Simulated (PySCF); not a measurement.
CH7AlN (charge −1)

Input file:

```
{"job": {"kind": "uv", "xc": "PBE0", "basis": "def2-SVPD", "nstates": 8, "ntriplets": 3}, "charge": -1, "multiplicity": 1}
C     -1.468424    -0.128795     0.045046
N     -0.203964     0.550703     0.056076
Al     1.510920    -0.111390    -0.070588
H     -1.274674    -1.197113    -0.052360
H     -2.119679     0.173301    -0.797636
H     -2.054294     0.023668     0.971934
H     -0.350021     1.552939     0.148696
H      1.639091    -1.027894    -1.403544
H      1.852450    -1.021401     1.228239
H      2.477478     1.190636    -0.148391
```

Command:

```sh
OMP_NUM_THREADS=1 python probes_run.py task.json out
```

Geometry: GFN2-xTB.

The calculation used PBE0/def2-SVPD, SCF density, gas phase in PySCF.

Q: What will maps of the electron density and electron localisation function show?

A: C–N (1.44 Å): ρ at the midpoint is about 2 e/Å³; the ELF peaks at about 0.95 between the atoms (localised, covalent bonding).
Al–N (1.84 Å): ρ is about 0.72 e/Å³ halfway; the ELF peaks at about 0.90 in the valence shell of N, 0.7 Å from its nucleus, and is about 0.65 at the midpoint.
N–H (1.02 Å): ρ is about 2.7 e/Å³ halfway; the ELF climbs to about 1 towards the hydrogen, as it does in any bond to H: an ordinary covalent bond to hydrogen.
C–H (1.09 Å): ρ is about 2 e/Å³ halfway; the ELF climbs to about 1 towards the hydrogen; a covalent bond by its length.

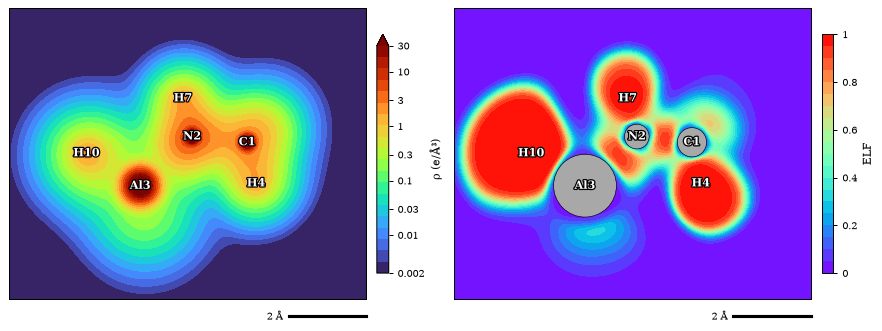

Computed electron density and electron localisation function on the plane of atoms N2, Al3 and H10, in this order. Grey discs cover the atomic cores in the ELF map. 
